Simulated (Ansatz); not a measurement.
# CH₆FNSi: what the fields show

The calculation's input:

```
crystal:
  periodic: [false, false, false]
  atoms:
    - {symbol: C, position_ang: [0.510891, -0.447342, 0.366477]}
    - {symbol: F, position_ang: [-1.692106, -0.103956, 2.066472]}
    - {symbol: N, position_ang: [-1.881054, 0.981477, -0.509580]}
    - {symbol: Si, position_ang: [-1.335064, -0.307404, 0.475428]}
    - {symbol: H, position_ang: [0.823494, -0.693759, -0.655049]}
    - {symbol: H, position_ang: [0.881881, -1.227206, 1.041970]}
    - {symbol: H, position_ang: [0.991795, 0.496539, 0.654191]}
    - {symbol: H, position_ang: [-2.073042, -1.527686, 0.060979]}
    - {symbol: H, position_ang: [-2.866905, 1.088625, -0.716237]}
    - {symbol: H, position_ang: [-1.414491, 1.880741, -0.496210]}
basis:
  gaussian:
    orbitals: def2-TZVPD
hamiltonian:
  xc: pbe0
output:
  forces: true
  orbitals: {seedname: orbitals}
```

Command:

```sh
ansatz run input.yaml --threads 1 --pin off --max-ram 2610MiB --events-out events.jsonl --progress --plain --runs-dir runs
```

Geometry: PBE0-D3(BJ)/pcseg-1.

Theory: isolated molecule in a Gaussian basis; Kohn-Sham density functional theory, functional PBE0 (Ansatz 0.2.0).

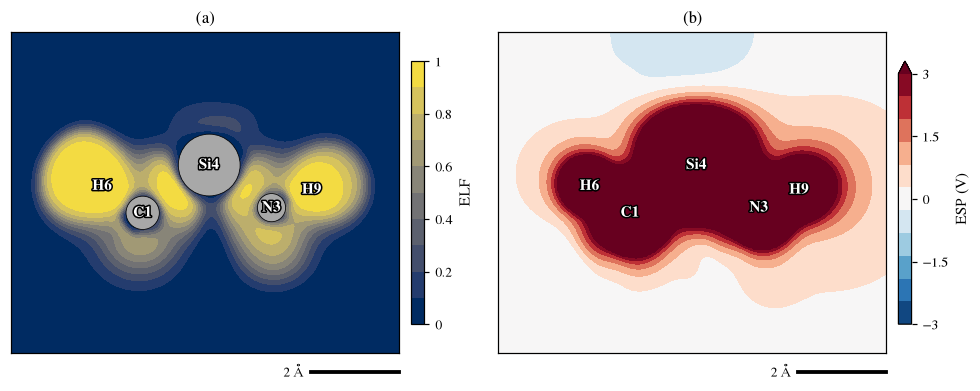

Figure 1. (a) ELF; (b) molecular electrostatic potential on the plane of atoms Si4, C1 and H6. Grey discs cover the atomic cores in the ELF map.

### Describe what can be read from this map.

- The plane passes through C, N, Si and H nuclei.
- Si–N (1.71 Å): the ELF peaks at about 0.90 between the atoms, as expected for a shared but strongly polarised pair.
- C–Si (1.85 Å): the ELF peaks at about 0.95 between the atoms: a covalent bond.
- N–H (1.01 Å): the ELF climbs to about 1 towards the hydrogen, as it does in any bond to H (a covalent bond by its length).
- C–H (1.10 Å): the ELF climbs to about 1 towards the hydrogen (an ordinary covalent bond to hydrogen).
- Outside the dense part of the molecule the potential is most negative (−0.5 V) near F2, which lies off the plane.

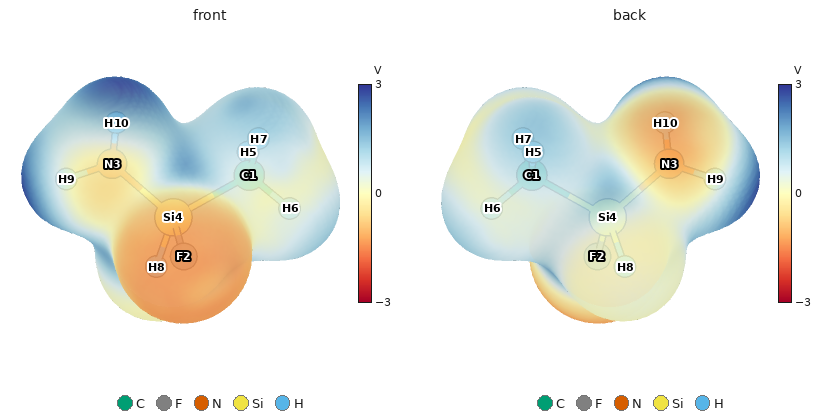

Figure 2. The electrostatic potential painted on the density surface at 0.004 e/bohr³, seen from the front and from behind; red is negative and blue positive.

### Describe the electrostatic potential map.

The most negative region (about −1.4 V) lies over F2, the most positive (about +2.7 V) over H9 and H10.

### How polar is the molecule by this calculation?

Its dipole moment is 1.85 D.

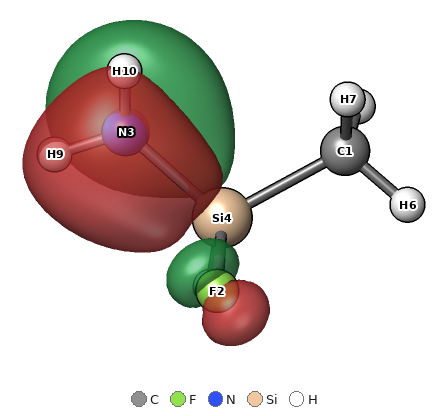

Figure 3. The HOMO at ±0.1 Å⁻³ᐟ² (green and red are the two phases), seen across its widest extent.

### Where does this orbital lie, and at what energy?

It lies mainly on N3 (about 70 %); largely a lone pair of N3. Its energy is −8.00 eV.
